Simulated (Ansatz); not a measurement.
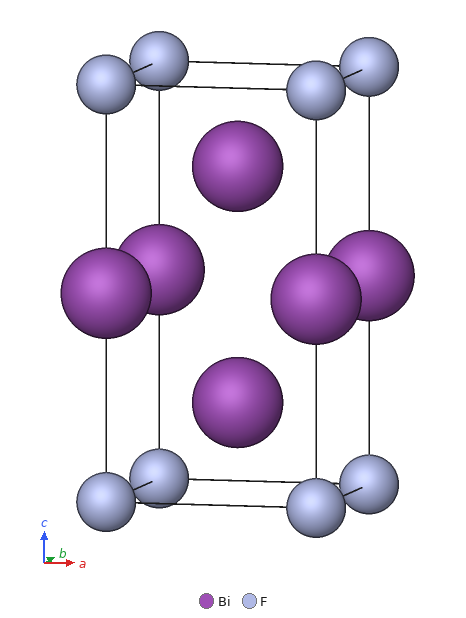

Drawn in the spheres-only manner and seen slightly off an axis. The lines enclose the simulation cell; boundary atoms appear with their images.

Input used:
```yaml
crystal:
  lattice:
    - [3.7587229896, 0.0, 0.0]
    - [0.0, 3.7587229896, 0.0]
    - [0.0, 0.0, 7.2959517375]
  atoms:
    - { symbol: Bi, position: [0.5, 0.5, 0.2172346316] }
    - { symbol: Bi, position: [0.5, 0.5, 0.7827653684] }
    - { symbol: Bi, position: [0.0, 0.0, 0.5] }
    - { symbol: F, position: [0.0, 0.0, 0.0] }
basis:
  ecutwfc: 420
kpoints:
  mp_grid: { grid: [14, 14, 6] }
  band_path:
    path:
      - [[0.0, 0.0, 0.0], [0.0, 0.5, 0.0], [0.5, 0.5, 0.0], [0.0, 0.0, 0.0], [0.0, 0.0, 0.5], [0.0, 0.5, 0.5], [0.5, 0.5, 0.5], [0.0, 0.0, 0.5]]
      - [[0.0, 0.5, 0.0], [0.0, 0.5, 0.5]]
      - [[0.5, 0.5, 0.0], [0.5, 0.5, 0.5]]
    npoints: 14
hamiltonian:
  xc: pbe
scf:
  occupations: { method: gaussian, width: 0.1 }
  n_extra_bands: 10
output:
  forces: true
  stress: true
  eigenvalues: true
  populations: true
  dos: { projected: true, de: 0.02, nscf_kmesh: { grid: [17, 17, 8] } }
  bader: true
  write_density: true
  write_potential: true
  elf: true
  volumetric_format: npy
```
Run as:
```sh
ansatz run input.yaml --threads 1 --pin off --max-ram 2048MiB --backend cpu --events-out ev --progress --plain --runs-dir out
```

Setup: Ansatz 0.2.0, DFT PBE, scalar-relativistic, plane waves, PAW; 420 eV cutoff, a 14×14×6 grid in reciprocal space, Gaussian smearing of 0.1 eV, no spin polarisation.

Q: What charge does Bader's analysis assign to each element?

A: Bi +0.04 to +0.39 e; F -0.82 e.

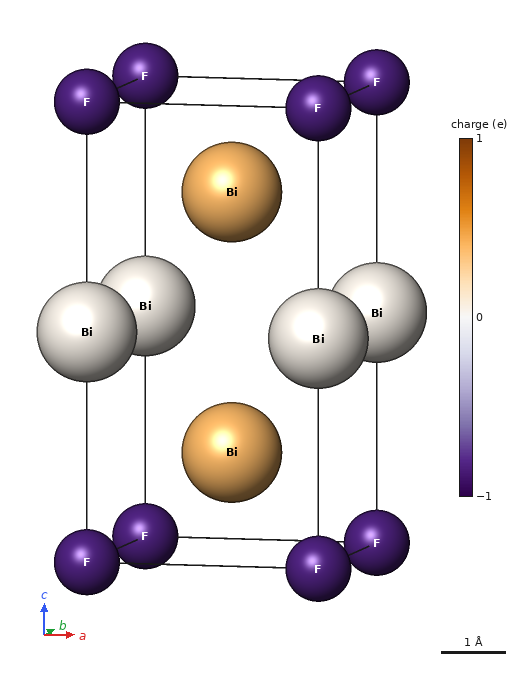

The atoms coloured by those charges.

Its origin is a structure type filled with these elements by a generator (whether the compound takes this form wasn't checked). Earlier steps of the study may have refined or changed the cell and positions. A calculation with Ansatz used it as input.
